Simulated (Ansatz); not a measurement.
# GeNH₃ + HF: a complex and its separated parts

The complex below is one end of an elementary step. How strongly is it bound against its free parts?

Computed with Ansatz 0.2.0, Gaussian basis. Level: PBE0-D4/def2-TZVP structures, single points in def2-TZVPP, no counterpoise correction.

Levels: SPW92, PBE-D4, BLYP-D4, r2SCAN-D4, B97M-V, PBE0-D4, B3LYP-D4, r2SCAN0-D4, BHLYP-D4, CAM-B3LYP-D4, wB97X-V, wB97M-V, B2PLYP, PBE-QIDH, RPA on PBE, Hartree-Fock, MP2, CCSD, CCSD(T).

Correlated methods freeze the cores. Filled d shells of the heavier atoms are correlated. B3LYP uses VWN-RPA correlation. B2PLYP carries no dispersion term here.

56 further runs of the same task are left out: 56 set aside as unsound or not needed.

### Step 1. Starting geometry

The complex: 7 atoms, charge 0, spin multiplicity 1.

Atoms are counted from 1 here; the program's logs count them from 0.

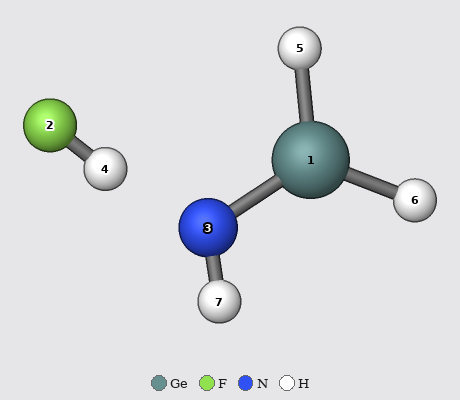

As it starts; germanium teal, fluorine green, nitrogen blue, hydrogen white; atoms are numbered from 1 in the order of the file.

Coordinates:

```xyz
7

Ge   -0.9108   -0.2209    0.6564
F     2.1881   -0.6441   -1.1865
N     0.1513    0.6801   -0.3226
H     1.4605   -0.0786   -0.9087
H    -0.5657   -1.6805    0.9225
H    -2.2005    0.2975    1.3092
H    -0.1227    1.6465   -0.4703
```

Its parts: GeNH₃ holds atoms 1, 3, 5, 6, 7; HF holds atoms 2, 4. Each part counts its atoms afresh in its own runs.

### Step 2. Relaxing GeNH₃ alone

relax-a/in.yaml

```yaml
crystal:
  periodic: [false, false, false]
  atoms:
    - {symbol: Ge, position_ang: [-0.910825, -0.220854, 0.656357]}
    - {symbol: N, position_ang: [0.151307, 0.680076, -0.322597]}
    - {symbol: H, position_ang: [-0.565681, -1.680476, 0.922528]}
    - {symbol: H, position_ang: [-2.200542, 0.297539, 1.309206]}
    - {symbol: H, position_ang: [-0.122737, 1.646461, -0.470338]}
basis:
  gaussian: {orbitals: def2-TZVP}
hamiltonian: {xc: pbe0, dispersion: d4}
relax: {f_tol: 0.005, max_steps: 200}
```

The run is started by

```sh
$ ansatz run in.yaml --threads 2 --pin off --events-out ev --progress --plain --max-ram 4352MiB
```

Standard output, shortened:

```text
Functional definition: PBE0
  name "PBE0"
  cite "Adamo & Barone, J. Chem. Phys. 110, 6158 (1999) doi:10.1063/1.478522"
  cite "Perdew, Burke & Ernzerhof, Phys. Rev. Lett. 77, 3865 (1996) doi:10.1103/PhysRevLett.77.3865"
  parent pbe
[...]
688 factors; their error is unknown
[...]
mean field -58047.02632911 eV, -2133.1888719071 hartree, gradient 1.9e-5 eV, S^2 0.000000; 0 other end points of the search recorded, 0 dependent functions left out
[...]
reference -58047.02635113 eV, -2133.1888727164 hartree; 21, 21 occupied and 76, 76 virtual orbitals, 688 factors
[...]
reference -58047.03855466 eV, -2133.1893211877 hartree; 21, 21 occupied and 76, 76 virtual orbitals, 688 factors
Total energy: -58047.09044720 eV, -2133.1912282037 hartree
Atom 0 at    -0.902902    -0.201514     0.645184 Å, force     0.000314     0.000361    -0.000418 eV/Å
Atom 1 at     0.177088     0.674923    -0.338028 Å, force    -0.000530    -0.000921     0.001483 eV/Å
Atom 2 at    -0.580224    -1.668986     0.928067 Å, force    -0.000149     0.001186    -0.000582 eV/Å
Atom 3 at    -2.204938     0.280375     1.317407 Å, force     0.000835    -0.000185    -0.000249 eV/Å
Atom 4 at    -0.137503     1.637949    -0.457474 Å, force    -0.000470    -0.000441    -0.000234 eV/Å
Dipole moment:    -0.467727    -0.067508     0.321843 e Å
```

Wall time 8 s (2 threads of Arm Neoverse V1, shared host).

The steps of the relaxation:

| step | energy from step 1 (eV) | largest force component (eV/Å) |
| --- | --- | --- |
| 1 | 0.0000 | 0.3788 |
| 2 | -0.0098 | 0.1421 |
| 3 | -0.0113 | 0.0815 |
| 4 | -0.0119 | 0.0541 |
| 5 | -0.0120 | 0.0218 |
| 6 | -0.0121 | 0.0015 |

Close pairs (by a distance rule), those that changed most:

| bond | before (Å) | after (Å) | change (Å) |
| --- | --- | --- | --- |
| Ge1–H4 | 1.536 | 1.543 | +0.007 |
| Ge1–H3 | 1.523 | 1.529 | +0.006 |
| N2–H5 | 1.015 | 1.020 | +0.005 |
| Ge1–N2 | 1.702 | 1.703 | +0.001 |

### Step 3. Relaxing HF alone

relax-b/in.yaml

```yaml
crystal:
  periodic: [false, false, false]
  atoms:
    - {symbol: F, position_ang: [2.188115, -0.644094, -1.186496]}
    - {symbol: H, position_ang: [1.460462, -0.078553, -0.908658]}
basis:
  gaussian: {orbitals: def2-TZVP}
hamiltonian: {xc: pbe0, dispersion: d4}
relax: {f_tol: 0.005, max_steps: 200}
```

The run is started by

```sh
$ ansatz run in.yaml --threads 2 --pin off --events-out ev --progress --plain --max-ram 4352MiB
```

Standard output, shortened:

```text
[... 5 set-up lines as earlier in the session ...]
[...]
200 factors; their error is unknown
[...]
mean field -2731.75211878 eV, -100.3900387169 hartree, gradient 7.4e-6 eV, S^2 0.000000; 0 other end points of the search recorded, 0 dependent functions left out
[...]
reference -2731.80170840 eV, -100.3918611022 hartree; 5, 5 occupied and 32, 32 virtual orbitals, 200 factors
Total energy: -2731.80322170 eV, -100.3919167147 hartree
Atom 0 at     2.172051    -0.631609    -1.180362 Å, force    -0.000049     0.000038     0.000019 eV/Å
Atom 1 at     1.476526    -0.091038    -0.914792 Å, force     0.000049    -0.000038    -0.000019 eV/Å
Dipole moment:    -0.303008     0.235501     0.115697 e Å
```

It took 0.85 s on 2 threads of Arm Neoverse V1, shared host.

Step by step:

| step | energy from step 1 (eV) | largest force component (eV/Å) |
| --- | --- | --- |
| 1 | 0.0000 | 1.6760 |
| 2 | -0.0468 | 0.4298 |
| 3 | -0.0495 | 0.0521 |
| 4 | -0.0496 | 0.0242 |
| 5 | -0.0496 | 0.0000 |

The bond:

| bond | before (Å) | after (Å) | change (Å) |
| --- | --- | --- | --- |
| F1–H2 | 0.963 | 0.920 | -0.042 |

### Step 4. SPW92/def2-TZVPP

parta/in.yaml

```yaml
crystal:
  periodic: [false, false, false]
  atoms:
    - {symbol: Ge, position_ang: [-0.902902, -0.201514, 0.645184]}
    - {symbol: N, position_ang: [0.177088, 0.674923, -0.338028]}
    - {symbol: H, position_ang: [-0.580224, -1.668986, 0.928067]}
    - {symbol: H, position_ang: [-2.204938, 0.280375, 1.317407]}
    - {symbol: H, position_ang: [-0.137503, 1.637949, -0.457474]}
basis:
  gaussian: {orbitals: def2-TZVPP}
hamiltonian: {xc: lda}
```

partb/in.yaml

```yaml
crystal:
  periodic: [false, false, false]
  atoms:
    - {symbol: F, position_ang: [2.172051, -0.631609, -1.180362]}
    - {symbol: H, position_ang: [1.476526, -0.091038, -0.914792]}
basis:
  gaussian: {orbitals: def2-TZVPP}
hamiltonian: {xc: lda}
```

Each run has its own folder and the same command.

The run is started by

```sh
$ ansatz run in.yaml --threads 2 --pin off --events-out ev --progress --plain --max-ram 4352MiB
```

Log of parta, shortened:

```text
Functional definition: SPW92
  name "SPW92"
  cite "Dirac, Proc. Camb. Phil. Soc. 26, 376 (1930) doi:10.1017/S0305004100016108"
  cite "Slater, Phys. Rev. 81, 385 (1951) doi:10.1103/PhysRev.81.385"
  cite "Perdew & Wang, Phys. Rev. B 45, 13244 (1992) doi:10.1103/PhysRevB.45.13244"
[...]
690 factors; their error is unknown
[...]
mean field -57957.39809469 eV, -2129.8950950445 hartree, gradient 5.4e-5 eV, S^2 0.000000; 0 other end points of the search recorded, 0 dependent functions left out
reference -57957.39812164 eV, -2129.8950960348 hartree; 21, 21 occupied and 100, 100 virtual orbitals, 690 factors
Total energy: -57957.39812164 eV, -2129.8950960348 hartree
```

Log of partb, shortened:

```text
[... 5 set-up lines as earlier in the session ...]
[...]
215 factors; their error is unknown
[...]
mean field -2716.76651784 eV, -99.8393280402 hartree, gradient 3.5e-5 eV, S^2 0.000000; 0 other end points of the search recorded, 0 dependent functions left out
reference -2716.76652893 eV, -99.8393284475 hartree; 5, 5 occupied and 40, 40 virtual orbitals, 215 factors
Total energy: -2716.76652893 eV, -99.8393284475 hartree
```

Wall times: 0.55 s (parta), 0.15 s (partb) on 2 threads of Arm Neoverse V1, shared host.

### Step 5. PBE-D4/def2-TZVPP

Each input of step 4 (parta, partb) changes in the same lines:

```diff
-hamiltonian: {xc: lda}
+hamiltonian: {xc: pbe, dispersion: d4}
```

The same command starts each run, in its folder.

The run is started by

```sh
$ ansatz run in.yaml --threads 2 --pin off --events-out ev --progress --plain --max-ram 4352MiB
```

Output in parta, shortened:

```text
Functional definition: PBE
  name "PBE"
[... 2 set-up lines as earlier in the session ...]
[...]
690 factors; their error is unknown
[...]
mean field -58045.74046428 eV, -2133.1416172462 hartree, gradient 2.3e-5 eV, S^2 0.000000; 0 other end points of the search recorded, 0 dependent functions left out
reference -58045.74049300 eV, -2133.1416183019 hartree; 21, 21 occupied and 100, 100 virtual orbitals, 690 factors
Total energy: -58045.80321481 eV, -2133.1439232857 hartree
```

Output in partb, shortened:

```text
[... 4 set-up lines as earlier in the session ...]
[...]
215 factors; their error is unknown
[...]
mean field -2731.84359250 eV, -100.3934003141 hartree, gradient 4.8e-5 eV, S^2 0.000000; 0 other end points of the search recorded, 0 dependent functions left out
reference -2731.84360460 eV, -100.3934007591 hartree; 5, 5 occupied and 40, 40 virtual orbitals, 215 factors
Total energy: -2731.84549849 eV, -100.3934703582 hartree
```

Times: 0.9 s (parta), 0.15 s (partb) on 2 threads of Arm Neoverse V1, shared host.

### Step 6. BLYP-D4/def2-TZVPP

Each input of step 5 (parta, partb) changes in the same lines:

```diff
-hamiltonian: {xc: pbe, dispersion: d4}
+hamiltonian: {xc: {name: BLYP}, dispersion: d4}
```

Each run has its own folder and the same command.

The run is started by

```sh
$ ansatz run in.yaml --threads 2 --pin off --events-out ev --progress --plain --max-ram 4352MiB
```

Log of parta, shortened:

```text
Functional definition: BLYP
  name "BLYP"
  cite "Becke, Phys. Rev. A 38, 3098 (1988) doi:10.1103/PhysRevA.38.3098"
  cite "Lee, Yang & Parr, Phys. Rev. B 37, 785 (1988) doi:10.1103/PhysRevB.37.785"
[...]
690 factors; their error is unknown
[...]
mean field -58057.31434466 eV, -2133.5669495052 hartree, gradient 4.2e-5 eV, S^2 0.000000; 0 other end points of the search recorded, 0 dependent functions left out
reference -58057.31460650 eV, -2133.5669591275 hartree; 21, 21 occupied and 100, 100 virtual orbitals, 690 factors
Total energy: -58057.45613358 eV, -2133.5721601520 hartree
```

Log of partb, shortened:

```text
[... 4 set-up lines as earlier in the session ...]
[...]
215 factors; their error is unknown
[...]
mean field -2734.23794150 eV, -100.4813910172 hartree, gradient 3.9e-5 eV, S^2 0.000000; 0 other end points of the search recorded, 0 dependent functions left out
reference -2734.23806511 eV, -100.4813955597 hartree; 5, 5 occupied and 40, 40 virtual orbitals, 215 factors
Total energy: -2734.24264711 eV, -100.4815639452 hartree
```

Times: 0.9 s (parta), 0.15 s (partb) on 2 threads of Arm Neoverse V1, shared host.

### Step 7. r2SCAN-D4/def2-TZVPP

The same edit goes into each in.yaml of step 6 (parta, partb):

```diff
-hamiltonian: {xc: {name: BLYP}, dispersion: d4}
+hamiltonian: {xc: r2scan, dispersion: d4}
```

One command serves all of them, each in its own folder.

The run is started by

```sh
$ ansatz run in.yaml --threads 2 --pin off --events-out ev --progress --plain --max-ram 4352MiB
```

Output in parta, shortened:

```text
Functional definition: r2SCAN
  name "r2SCAN"
  cite "Furness, Kaplan, Ning, Perdew & Sun, J. Phys. Chem. Lett. 11, 8208 (2020) doi:10.1021/acs.jpclett.0c02405"
  cite "Furness, Kaplan, Ning, Perdew & Sun, J. Phys. Chem. Lett. 11, 9248 (2020) doi:10.1021/acs.jpclett.0c03077"
  parent r2scan
[...]
690 factors; their error is unknown
[...]
mean field -58054.96614788 eV, -2133.4806548653 hartree, gradient 1.7e-5 eV, S^2 0.000000; 0 other end points of the search recorded, 0 dependent functions left out
reference -58054.96615636 eV, -2133.4806551769 hartree; 21, 21 occupied and 100, 100 virtual orbitals, 690 factors
Total energy: -58054.97990462 eV, -2133.4811604159 hartree
```

Output in partb, shortened:

```text
[... 5 set-up lines as earlier in the session ...]
[...]
215 factors; their error is unknown
[...]
mean field -2733.29261893 eV, -100.4466510532 hartree, gradient 6.5e-6 eV, S^2 0.000000; 0 other end points of the search recorded, 0 dependent functions left out
reference -2733.29262211 eV, -100.4466511701 hartree; 5, 5 occupied and 40, 40 virtual orbitals, 215 factors
Total energy: -2733.29307964 eV, -100.4466679842 hartree
```

Wall times: 1.9 s (parta), 0.45 s (partb) on 2 threads of Arm Neoverse V1, shared host.

### Step 8. B97M-V/def2-TZVPP

Each input of step 7 (parta, partb) changes in the same lines:

```diff
-hamiltonian: {xc: r2scan, dispersion: d4}
+hamiltonian: {xc: {name: B97M-V}}
```

Each run has its own folder and the same command.

The run is started by

```sh
$ ansatz run in.yaml --threads 2 --pin off --events-out ev --progress --plain --max-ram 4352MiB
```

Log of parta, shortened:

```text
Functional definition: B97M-V
  name "B97M-V"
  cite "Mardirossian & Head-Gordon, J. Chem. Phys. 142, 074111 (2015) doi:10.1063/1.4907719"
  cite "Becke, J. Chem. Phys. 107, 8554 (1997) doi:10.1063/1.475007"
  cite "Vydrov & Van Voorhis, J. Chem. Phys. 133, 244103 (2010) doi:10.1063/1.3521275"
  # Of w^i u^j: cxij and so on, Table III.
[...]
  gx(w, u) = cx00 + cx01*u + cx02*u^2 + (cx10 + cx11*u)*w
[...]
  gos(w, u) = cos00 + cos01*u + cos03*u^3 + cos10*w + cos32*w^3*u^2
[...]
      + integral(e_c_pw_mod_opposite_spin*gos(b97_w_opposite, b97_u_opposite)) + vv10(b, c)
690 factors; their error is unknown
[...]
mean field -58045.29597140 eV, -2133.1252824341 hartree, gradient 3.2e-5 eV, S^2 0.000000; 0 other end points of the search recorded, 0 dependent functions left out
reference -58045.29601561 eV, -2133.1252840588 hartree; 21, 21 occupied and 100, 100 virtual orbitals, 690 factors
Total energy: -58045.29601561 eV, -2133.1252840588 hartree
```

Log of partb, shortened:

```text
[... 5 set-up lines as earlier in the session ...]
  # Of w^i u^j: cxij and so on, Table III.
[...]
  gx(w, u) = cx00 + cx01*u + cx02*u^2 + (cx10 + cx11*u)*w
[...]
  gos(w, u) = cos00 + cos01*u + cos03*u^3 + cos10*w + cos32*w^3*u^2
[...]
      + integral(e_c_pw_mod_opposite_spin*gos(b97_w_opposite, b97_u_opposite)) + vv10(b, c)
215 factors; their error is unknown
[...]
mean field -2733.38837270 eV, -100.4501699395 hartree, gradient 2.3e-5 eV, S^2 0.000000; 0 other end points of the search recorded, 0 dependent functions left out
reference -2733.38839041 eV, -100.4501705905 hartree; 5, 5 occupied and 40, 40 virtual orbitals, 215 factors
Total energy: -2733.38839041 eV, -100.4501705905 hartree
```

Times: 4 s (parta), 0.45 s (partb) on 2 threads of Arm Neoverse V1, shared host.

### Step 9. PBE0-D4/def2-TZVPP

Each input of step 8 (parta, partb) changes in the same lines:

```diff
-hamiltonian: {xc: {name: B97M-V}}
+hamiltonian: {xc: pbe0, dispersion: d4}
+output: {orbitals: {seedname: orbitals}}
```

One command serves all of them, each in its own folder.

The run is started by

```sh
$ ansatz run in.yaml --threads 2 --pin off --events-out ev --progress --plain --max-ram 4352MiB
```

Output in parta, shortened:

```text
[... 5 set-up lines as earlier in the session ...]
[...]
733 factors; their error is unknown
[...]
mean field -58047.07827204 eV, -2133.1907807748 hartree, gradient 7.3e-5 eV, S^2 0.000000; 0 other end points of the search recorded, 0 dependent functions left out
reference -58047.07829388 eV, -2133.1907815774 hartree; 21, 21 occupied and 100, 100 virtual orbitals, 733 factors
Total energy: -58047.13018643 eV, -2133.1926885934 hartree
```

Log of partb, shortened:

```text
[... 5 set-up lines as earlier in the session ...]
[...]
215 factors; their error is unknown
[...]
mean field -2731.86111776 eV, -100.3940443557 hartree, gradient 4.0e-5 eV, S^2 0.000000; 0 other end points of the search recorded, 0 dependent functions left out
reference -2731.86112647 eV, -100.3940446759 hartree; 5, 5 occupied and 40, 40 virtual orbitals, 215 factors
Total energy: -2731.86263977 eV, -100.3941002885 hartree
```

They took 1 s (parta), 0.15 s (partb) on 2 threads of Arm Neoverse V1, shared host.

### Step 10. B3LYP-D4/def2-TZVPP

Each input of step 9 (parta, partb) changes in the same lines:

```diff
-hamiltonian: {xc: pbe0, dispersion: d4}
-output: {orbitals: {seedname: orbitals}}
+hamiltonian: {xc: {name: B3LYP}, dispersion: d4}
```

Each run has its own folder and the same command.

The run is started by

```sh
$ ansatz run in.yaml --threads 2 --pin off --events-out ev --progress --plain --max-ram 4352MiB
```

Log of parta, shortened:

```text
Functional definition: B3LYP
  name "B3LYP"
  cite "Stephens, Devlin, Chabalowski & Frisch, J. Phys. Chem. 98, 11623 (1994) doi:10.1021/j100096a001"
[... 2 set-up lines as earlier in the session ...]
  cite "Vosko, Wilk & Nusair, Can. J. Phys. 58, 1200 (1980) doi:10.1139/p80-159"
[...]
721 factors; their error is unknown
[...]
mean field -58057.46224025 eV, -2133.5723845678 hartree, gradient 2.2e-5 eV, S^2 0.000000; 0 other end points of the search recorded, 0 dependent functions left out
reference -58057.46243632 eV, -2133.5723917731 hartree; 21, 21 occupied and 100, 100 virtual orbitals, 721 factors
Total energy: -58057.56512451 eV, -2133.5761654947 hartree
```

Log of partb, shortened:

```text
[... 6 set-up lines as earlier in the session ...]
[...]
215 factors; their error is unknown
[...]
mean field -2734.54626027 eV, -100.4927215230 hartree, gradient 1.9e-5 eV, S^2 0.000000; 0 other end points of the search recorded, 0 dependent functions left out
reference -2734.54635111 eV, -100.4927248613 hartree; 5, 5 occupied and 40, 40 virtual orbitals, 215 factors
Total energy: -2734.54934083 eV, -100.4928347314 hartree
```

Wall times: 1.1 s (parta), 0.2 s (partb) on 2 threads of Arm Neoverse V1, shared host.

### Step 11. r2SCAN0-D4/def2-TZVPP

The same edit goes into each in.yaml of step 10 (parta, partb):

```diff
-hamiltonian: {xc: {name: B3LYP}, dispersion: d4}
+hamiltonian: {xc: {name: r2SCAN0}, dispersion: d4}
```

One command serves all of them, each in its own folder.

The run is started by

```sh
$ ansatz run in.yaml --threads 2 --pin off --events-out ev --progress --plain --max-ram 4352MiB
```

Log of parta, shortened:

```text
Functional definition: r2SCAN0
  name "r2SCAN0"
  cite "Bursch, Neugebauer, Ehlert & Grimme, J. Chem. Phys. 156, 134105 (2022) doi:10.1063/5.0086040"
[... 3 set-up lines as earlier in the session ...]
[...]
733 factors; their error is unknown
[...]
mean field -58054.06165160 eV, -2133.4474152398 hartree, gradient 6.3e-5 eV, S^2 0.000000; 0 other end points of the search recorded, 0 dependent functions left out
reference -58054.06165835 eV, -2133.4474154881 hartree; 21, 21 occupied and 100, 100 virtual orbitals, 733 factors
Total energy: -58054.07803323 eV, -2133.4480172537 hartree
```

Output in partb, shortened:

```text
[... 6 set-up lines as earlier in the session ...]
[...]
215 factors; their error is unknown
[...]
mean field -2732.94545878 eV, -100.4338931533 hartree, gradient 6.6e-5 eV, S^2 0.000000; 0 other end points of the search recorded, 0 dependent functions left out
reference -2732.94546124 eV, -100.4338932437 hartree; 5, 5 occupied and 40, 40 virtual orbitals, 215 factors
Total energy: -2732.94596322 eV, -100.4339116909 hartree
```

They took 2.2 s (parta), 0.45 s (partb) on 2 threads of Arm Neoverse V1, shared host.

### Step 12. BHLYP-D4/def2-TZVPP

The same edit goes into each in.yaml of step 11 (parta, partb):

```diff
-hamiltonian: {xc: {name: r2SCAN0}, dispersion: d4}
+hamiltonian: {xc: {name: BHLYP}, dispersion: d4}
```

Each run has its own folder and the same command.

The run is started by

```sh
$ ansatz run in.yaml --threads 2 --pin off --events-out ev --progress --plain --max-ram 4352MiB
```

parta printed, shortened:

```text
Functional definition: BHLYP
  name "BHLYP"
  cite "Becke, J. Chem. Phys. 98, 1372 (1993) doi:10.1063/1.464304"
[... 2 set-up lines as earlier in the session ...]
[...]
806 factors; their error is unknown
[...]
mean field -58054.41589402 eV, -2133.4604334087 hartree, gradient 4.1e-5 eV, S^2 0.000000; 0 other end points of the search recorded, 0 dependent functions left out
reference -58054.41602808 eV, -2133.4604383356 hartree; 21, 21 occupied and 100, 100 virtual orbitals, 806 factors
Total energy: -58054.49550021 eV, -2133.4633588822 hartree
```

partb printed, shortened:

```text
[... 5 set-up lines as earlier in the session ...]
[...]
234 factors; their error is unknown
[...]
mean field -2733.43313179 eV, -100.4518148057 hartree, gradient 1.2e-5 eV, S^2 0.000000; 0 other end points of the search recorded, 0 dependent functions left out
reference -2733.43319233 eV, -100.4518170304 hartree; 5, 5 occupied and 40, 40 virtual orbitals, 234 factors
Total energy: -2733.43492030 eV, -100.4518805322 hartree
```

Wall times: 1.1 s (parta), 0.2 s (partb) on 2 threads of Arm Neoverse V1, shared host.

### Step 13. CAM-B3LYP-D4/def2-TZVPP

The same edit goes into each in.yaml of step 12 (parta, partb):

```diff
-hamiltonian: {xc: {name: BHLYP}, dispersion: d4}
+hamiltonian: {xc: {name: CAM-B3LYP}, dispersion: d4}
```

One command serves all of them, each in its own folder.

The run is started by

```sh
$ ansatz run in.yaml --threads 2 --pin off --events-out ev --progress --plain --max-ram 4352MiB
```

Output in parta, shortened:

```text
Functional definition: CAM-B3LYP
  name "CAM-B3LYP"
  cite "Yanai, Tew & Handy, Chem. Phys. Lett. 393, 51 (2004) doi:10.1016/j.cplett.2004.06.011"
  cite "Iikura, Tsuneda, Yanai & Hirao, J. Chem. Phys. 115, 3540 (2001) doi:10.1063/1.1383587"
[... 2 set-up lines as earlier in the session ...]
[...]
721 factors; their error is unknown
183 factors; integrals over basis functions are off by at most 9.5e-6 eV
[...]
mean field -58058.59794868 eV, -2133.6141210830 hartree, gradient 2.2e-5 eV, S^2 0.000000; 0 other end points of the search recorded, 0 dependent functions left out
reference -58058.59804461 eV, -2133.6141246082 hartree; 21, 21 occupied and 100, 100 virtual orbitals, 721 factors
Total energy: -58058.65038890 eV, -2133.6160482253 hartree
```

partb printed, shortened:

```text
[... 6 set-up lines as earlier in the session ...]
[...]
  # Exact exchange under (alpha + beta erf(omega r))/r, Becke's under what is left of 1/r.
[...]
215 factors; their error is unknown
48 factors; integrals over basis functions are off by at most 4.9e-5 eV
[...]
mean field -2733.85902818 eV, -100.4674662094 hartree, gradient 6.2e-5 eV, S^2 0.000000; 0 other end points of the search recorded, 0 dependent functions left out
reference -2733.85907231 eV, -100.4674678312 hartree; 5, 5 occupied and 40, 40 virtual orbitals, 215 factors
Total energy: -2733.86051264 eV, -100.4675207622 hartree
```

Wall times: 1.3 s (parta), 0.2 s (partb) on 2 threads of Arm Neoverse V1, shared host.

[end of part 1 of 2]
